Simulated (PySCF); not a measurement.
## What a change does: NMR shielding calculation on C6H4

System: C6H4.
Method of run A: GIAO HCTH407/pcSseg-1 NMR shielding, non-relativistic, gas phase (PySCF 2.14.0).

The geometry comes from this level: GFN2-xTB. Text and figures count atoms from 1; the logs count them from 0 in places.

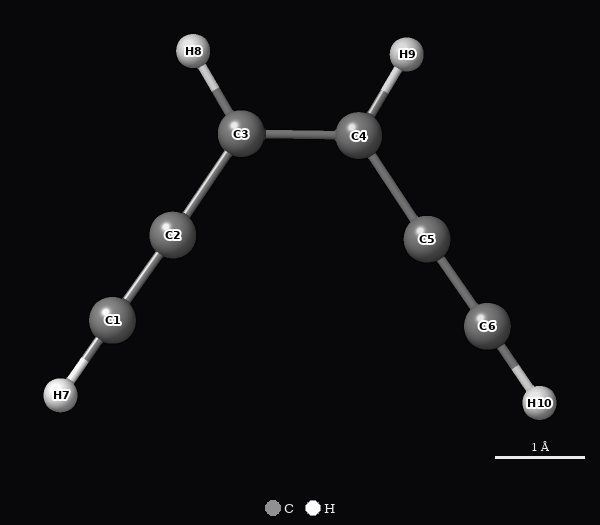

The input geometry (ball-and-stick view, seen on its broad side; atoms are numbered from 1 in the order of the input). Bond lengths as drawn: C–C 1.20 to 1.41 Å and C–H 1.05 to 1.08 Å.

**Input file, run A**
```
{"job": {"kind": "nmr", "xc": "HCTH407", "basis": "pcSseg-1", "pop": false, "scf": {"guess": "atom", "conv": 1e-07}}, "charge": 0, "multiplicity": 1}
C     -1.211011    -2.006942     0.739586
C     -1.156027    -0.815956     0.588490
C     -1.122117     0.578948     0.417676
C     -0.009948     1.264799     0.112435
C      1.249267     0.666899    -0.069591
C      2.336781     0.180566    -0.228296
H     -1.249825    -3.046754     0.870415
H     -2.065284     1.094707     0.547223
H     -0.045205     2.340501    -0.006276
H      3.282251    -0.252114    -0.365426
```

The first line tells a small driver script what to run in PySCF; the rest is the geometry in Å.

Command:
```bash
OMP_NUM_THREADS=1 python <driver script> task.json out
```

Hardware: 1 CPU thread, shared host.

**Output (run A)**
```
final grid: 88736 points
cycle   1  E = -230.4089585478  dE =  1.387e+00  |g| = 1.201e+00  |ddm| = 4.129e+00
cycle   2  E = -230.0925841191  dE =  3.164e-01  |g| = 1.572e+00  |ddm| = 3.567e+00
cycle   3  E = -230.6656658485  dE = -5.731e-01  |g| = 7.677e-01  |ddm| = 2.711e+00
cycle   4  E = -230.8242292259  dE = -1.586e-01  |g| = 1.104e-01  |ddm| = 6.246e-01
cycle   5  E = -230.8266457906  dE = -2.417e-03  |g| = 5.661e-02  |ddm| = 1.936e-01
cycle   6  E = -230.8274713549  dE = -8.256e-04  |g| = 1.446e-02  |ddm| = 7.188e-02
cycle   7  E = -230.8275253397  dE = -5.398e-05  |g| = 2.787e-03  |ddm| = 1.393e-02
cycle   8  E = -230.8275277048  dE = -2.365e-06  |g| = 3.706e-04  |ddm| = 3.782e-03
cycle   9  E = -230.8275277349  dE = -3.009e-08  |g| = 2.322e-04  |ddm| = 5.946e-04
converged SCF energy = -230.8275277349

GIAO shielding tensors (ppm)
atom      isotropic    diamagn.    paramagn.     s11        s22        s33       span
  0 C       90.964     259.421    -168.457     41.206     52.012    179.675    138.469
  1 C       98.715     251.438    -152.723      2.920      9.829    283.396    280.476
  2 C       61.120     255.164    -194.044    -45.962     73.460    155.862    201.825
  3 C       61.126     255.315    -194.189    -45.972     73.540    155.810    201.783
  4 C       98.716     251.539    -152.823      2.909      9.834    283.404    280.496
  5 C       91.014     259.336    -168.322     41.233     52.068    179.740    138.507
  6 H       28.432      35.320      -6.888     25.117     25.653     34.526      9.409
  7 H       25.631      28.378      -2.747     23.154     25.765     27.973      4.820
  8 H       25.631      28.535      -2.904     23.162     25.758     27.973      4.812
  9 H       28.430      35.306      -6.876     25.111     25.652     34.528      9.417
```

The input of run B differs as follows (lines with − go, lines with + come):
```diff
-"xc": "HCTH407"
-"basis": "pcSseg-1"
+"xc": "B97-D"
+"basis": "cc-pVDZ"
-"scf": {"guess": "atom"
-"conv": 1e-07}
+"scf": {"aux": "def2-qzvpp-jkfit"}
```

Predict how the results change.

The total energies belong to different models, so their difference says nothing on which is more stable or more accurate. The HOMO goes from −6.00 to −5.62 eV. The LUMO goes from −2.60 to −2.22 eV. Of all shieldings, the largest change is that of C1 and C6, by +18.5 ppm. The functional changes from HCTH407 to B97-D. The SCF takes 11 iterations against 9. The basis functions go from 122 to 104.

**Output (run B)**
```
final grid: 88736 points
cycle   1  E = -230.6485146730  dE =  8.092e-01  |g| = 4.653e-01  |ddm| = 8.073e+00
cycle   2  E = -230.6378563022  dE =  1.066e-02  |g| = 5.055e-01  |ddm| = 2.570e+00
cycle   3  E = -230.7119064269  dE = -7.405e-02  |g| = 1.045e-01  |ddm| = 1.259e+00
cycle   4  E = -230.7139472086  dE = -2.041e-03  |g| = 6.893e-02  |ddm| = 2.289e-01
cycle   5  E = -230.7151596538  dE = -1.212e-03  |g| = 2.062e-02  |ddm| = 9.877e-02
cycle   6  E = -230.7152622204  dE = -1.026e-04  |g| = 3.120e-03  |ddm| = 3.026e-02
cycle   7  E = -230.7152647833  dE = -2.563e-06  |g| = 4.473e-04  |ddm| = 6.173e-03
cycle   8  E = -230.7152648470  dE = -6.369e-08  |g| = 1.052e-04  |ddm| = 9.705e-04
cycle   9  E = -230.7152648472  dE = -1.378e-10  |g| = 1.021e-04  |ddm| = 3.339e-04
cycle  10  E = -230.7152648507  dE = -3.521e-09  |g| = 1.316e-05  |ddm| = 1.799e-04
cycle  11  E = -230.7152648507  dE =  1.046e-11  |g| = 1.453e-05  |ddm| = 3.281e-05
converged SCF energy = -230.7152648507

GIAO shielding tensors (ppm)
atom      isotropic    diamagn.    paramagn.     s11        s22        s33       span
  0 C      109.514     270.411    -160.897     65.308     74.463    188.771    123.463
  1 C      116.668     239.105    -122.437     30.793     36.772    282.439    251.646
  2 C       78.872     258.472    -179.600    -19.634     88.951    167.299    186.932
  3 C       78.869     258.727    -179.857    -19.659     88.983    167.284    186.943
  4 C      116.664     239.225    -122.561     30.783     36.770    282.438    251.656
  5 C      109.519     270.336    -160.816     65.303     74.466    188.789    123.486
  6 H       28.785      37.183      -8.399     25.583     26.144     34.626      9.043
  7 H       26.022      28.185      -2.163     23.693     25.947     28.426      4.732
  8 H       26.020      28.417      -2.398     23.693     25.943     28.423      4.729
  9 H       28.784      37.178      -8.394     25.582     26.143     34.626      9.044
```

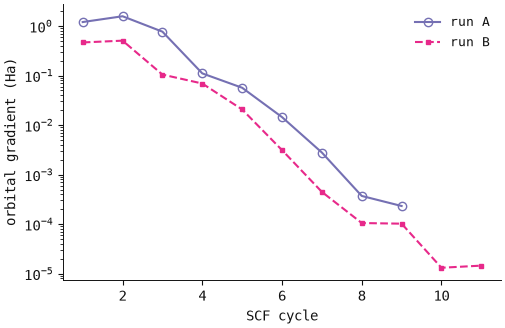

Convergence of the two runs: orbital gradient against the SCF cycle. Run A takes 9 cycles in all, and run B takes 11.

**The two runs side by side**

```tsv
quantity	run A	run B
outcome	converged	converged
total energy (hartree)	−230.827528	−230.715265
HOMO (eV)	−6.00	−5.62
LUMO (eV)	−2.60	−2.22
dipole moment (D)	0.12	0.12
shielding of C1 (ppm)	91.0	109.5
shielding of C2 (ppm)	98.7	116.7
shielding of C3 (ppm)	61.1	78.9
shielding of C4 (ppm)	61.1	78.9
shielding of C5 (ppm)	98.7	116.7
shielding of C6 (ppm)	91.0	109.5
shielding of H8 (ppm)	25.6	26.0
SCF iterations	9	11
basis functions	122	104
wall time (shared host)	14 s	9.8 s
```
